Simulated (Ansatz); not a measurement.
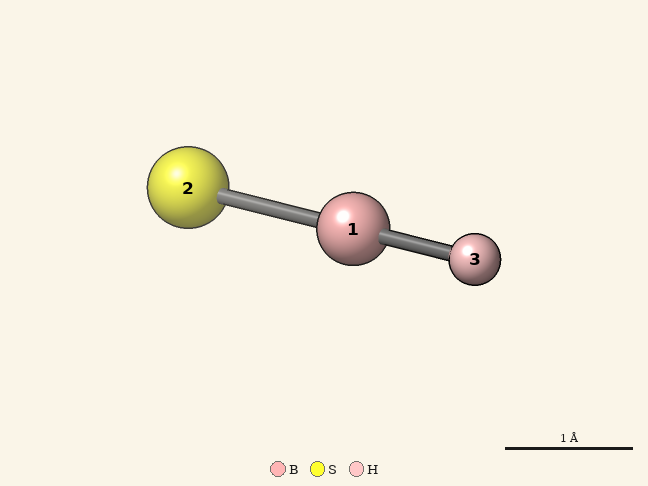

Orthographic view. Atoms fade into the background with distance from the viewer. The geometry was computed by an optimisation with PBE0-D4/def2-TZVP.

Write a Z-matrix (Å, degrees) in the order of the atom numbers, with these reference atoms: 2 to 1; 3 to 1, 2.

```
B  
S    1   1.598
H    1   1.175   2   180.0
```
